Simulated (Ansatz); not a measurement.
Molecule (SMILES): Cl[CH]Cl, doublet.
Atoms: C1, Cl2, Cl3, H4. Bonds: C1-Cl2, C1-Cl3, C1-H4.

Basis-set convergence of the highest harmonic wavenumber at PBE with Ansatz (a program for electronic structure). Each level at its own minimum, finite differences of forces, unscaled; the reference is a large set that could be run, not a limit. Cartesian d functions, on some or all atoms, in 6-31G**, 6-311G**, 6-311+G**; all else is spherical. The program fits the integrals of some runs and decomposes those of others, by size. Open shells are unrestricted. No added dispersion term, no relativity. Reference: the value in aug-pcseg-2, 3150 cm⁻¹. Deviations are taken from unrounded values.

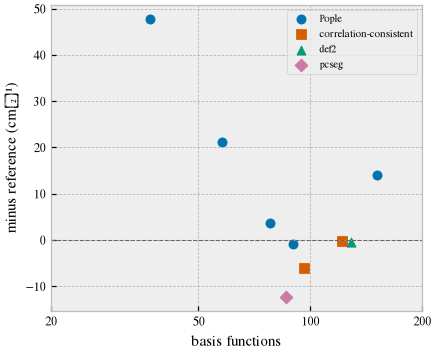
Fig. 1. Deviation from the reference against the number of basis functions, by family of sets.

| basis | functions | highest harmonic wavenumber (cm⁻¹) | minus reference (cm⁻¹) |
|---|---|---|---|
| 6-31G | 37 | 3198 | 48 |
| 6-31G** | 58 | 3172 | 21 |
| 6-311G** | 78 | 3154 | 4 |
| aug-pcseg-1 | 86 | 3138 | -12 |
| 6-311+G** | 90 | 3150 | -1 |
| aug-cc-pV(D+d)Z | 96 | 3144 | -6 |
| cc-pV(T+d)Z | 122 | 3150 | 0 |
| def2-TZVPP | 129 | 3150 | 0 |
| 6-311++G(3df,3pd) | 151 | 3165 | 14 |
